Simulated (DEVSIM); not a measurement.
Structure: abrupt Si n-p junction, at 300 K.

| layer (left to right) | material | thickness (μm) | Nd (cm⁻³) | Na (cm⁻³) | τn (s) | τp (s) |
|---|---|---|---|---|---|---|
| 1 | Si | 69.0 | 2.5e15 | - | 0.00079 | 0.00079 |
| 2 | Si | 1.50 | - | 1.9e15 | 0.00079 | 0.00079 |

Left contact: ohmic. Right contact: ohmic. Voltage is applied to the left contact. Recombination: SRH at mid-gap, Auger. Mobility is μmin + (μ − μmin)/(1 + (N/Nref)^α).

The device is made up for the run: typed textbook-type constants, with dimensions and the other settings drawn at random. Values at 300 K.

```tsv
parameter	Si
gap (eV)	1.124
affinity (eV)	4.05
permittivity	11.7
Nc (cm⁻³)	2.86e19
Nv (cm⁻³)	3.1e19
μn (cm²/Vs)	1417
μp (cm²/Vs)	470
μn,min	52
μp,min	45
Nref,n	9.7e16
Nref,p	2.2e17
αn	0.68
αp	0.72
Cn (cm⁶/s)	2.8e-31
Cp (cm⁶/s)	9.9e-32
```

Model (solved in DEVSIM): 1D drift-diffusion, Boltzmann statistics, complete ionisation; no tunnelling, impact ionisation, image-force lowering or self-heating.

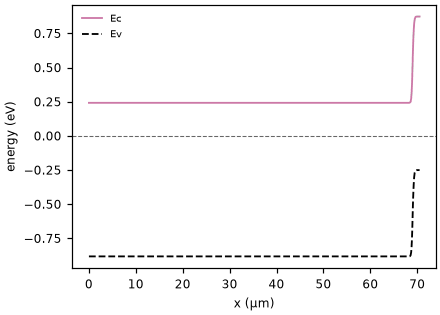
Fig. 1. Band edges at zero bias

Energies count from the Fermi level of the right contact; mesh points crowd at the junctions.

```json
[
 {"x (μm)": "0.000", "Ec (eV)": "0.242", "Ev (eV)": "-0.882", "n (cm⁻³)": "2.5e15", "p (cm⁻³)": "46000", "field (V/cm)": "≈ 0"},
 {"x (μm)": "0.03736", "Ec (eV)": "0.242", "Ev (eV)": "-0.882", "n (cm⁻³)": "2.5e15", "p (cm⁻³)": "46000", "field (V/cm)": "≈ 0"},
 {"x (μm)": "0.1328", "Ec (eV)": "0.242", "Ev (eV)": "-0.882", "n (cm⁻³)": "2.5e15", "p (cm⁻³)": "46000", "field (V/cm)": "≈ 0"},
 {"x (μm)": "0.3935", "Ec (eV)": "0.242", "Ev (eV)": "-0.882", "n (cm⁻³)": "2.5e15", "p (cm⁻³)": "46000", "field (V/cm)": "≈ 0"},
 {"x (μm)": "1.455", "Ec (eV)": "0.242", "Ev (eV)": "-0.882", "n (cm⁻³)": "2.5e15", "p (cm⁻³)": "46000", "field (V/cm)": "≈ 0"},
 {"x (μm)": "3.755", "Ec (eV)": "0.242", "Ev (eV)": "-0.882", "n (cm⁻³)": "2.5e15", "p (cm⁻³)": "46000", "field (V/cm)": "≈ 0"},
 {"x (μm)": "9.632", "Ec (eV)": "0.242", "Ev (eV)": "-0.882", "n (cm⁻³)": "2.5e15", "p (cm⁻³)": "46000", "field (V/cm)": "≈ 0"},
 {"x (μm)": "34.17", "Ec (eV)": "0.242", "Ev (eV)": "-0.882", "n (cm⁻³)": "2.5e15", "p (cm⁻³)": "46000", "field (V/cm)": "≈ 0"},
 {"x (μm)": "54.95", "Ec (eV)": "0.242", "Ev (eV)": "-0.882", "n (cm⁻³)": "2.5e15", "p (cm⁻³)": "46000", "field (V/cm)": "≈ 0"},
 {"x (μm)": "63.52", "Ec (eV)": "0.242", "Ev (eV)": "-0.882", "n (cm⁻³)": "2.5e15", "p (cm⁻³)": "46000", "field (V/cm)": "≈ 0"},
 {"x (μm)": "66.95", "Ec (eV)": "0.242", "Ev (eV)": "-0.882", "n (cm⁻³)": "2.5e15", "p (cm⁻³)": "46000", "field (V/cm)": "≈ 0"},
 {"x (μm)": "68.44", "Ec (eV)": "0.243", "Ev (eV)": "-0.881", "n (cm⁻³)": "2.4e15", "p (cm⁻³)": "49000", "field (V/cm)": "180"},
 {"x (μm)": "68.80", "Ec (eV)": "0.314", "Ev (eV)": "-0.810", "n (cm⁻³)": "1.5e14", "p (cm⁻³)": "760000", "field (V/cm)": "6100"},
 {"x (μm)": "68.94", "Ec (eV)": "0.435", "Ev (eV)": "-0.689", "n (cm⁻³)": "1.4e12", "p (cm⁻³)": "8.3e7", "field (V/cm)": "11000"},
 {"x (μm)": "69.00", "Ec (eV)": "0.516", "Ev (eV)": "-0.608", "n (cm⁻³)": "6.1e10", "p (cm⁻³)": "1.9e9", "field (V/cm)": "14000"},
 {"x (μm)": "69.03", "Ec (eV)": "0.561", "Ev (eV)": "-0.563", "n (cm⁻³)": "1.1e10", "p (cm⁻³)": "1.1e10", "field (V/cm)": "13000"},
 {"x (μm)": "69.12", "Ec (eV)": "0.660", "Ev (eV)": "-0.464", "n (cm⁻³)": "2.3e8", "p (cm⁻³)": "5.0e11", "field (V/cm)": "10000"},
 {"x (μm)": "69.34", "Ec (eV)": "0.822", "Ev (eV)": "-0.302", "n (cm⁻³)": "450000", "p (cm⁻³)": "2.6e14", "field (V/cm)": "4100"},
 {"x (μm)": "70.02", "Ec (eV)": "0.873", "Ev (eV)": "-0.251", "n (cm⁻³)": "61000", "p (cm⁻³)": "1.9e15", "field (V/cm)": "≈ 0"},
 {"x (μm)": "70.32", "Ec (eV)": "0.873", "Ev (eV)": "-0.251", "n (cm⁻³)": "61000", "p (cm⁻³)": "1.9e15", "field (V/cm)": "≈ 0"},
 {"x (μm)": "70.44", "Ec (eV)": "0.873", "Ev (eV)": "-0.251", "n (cm⁻³)": "61000", "p (cm⁻³)": "1.9e15", "field (V/cm)": "≈ 0"},
 {"x (μm)": "70.50", "Ec (eV)": "0.873", "Ev (eV)": "-0.251", "n (cm⁻³)": "61000", "p (cm⁻³)": "1.9e15", "field (V/cm)": "≈ 0"}
]
```
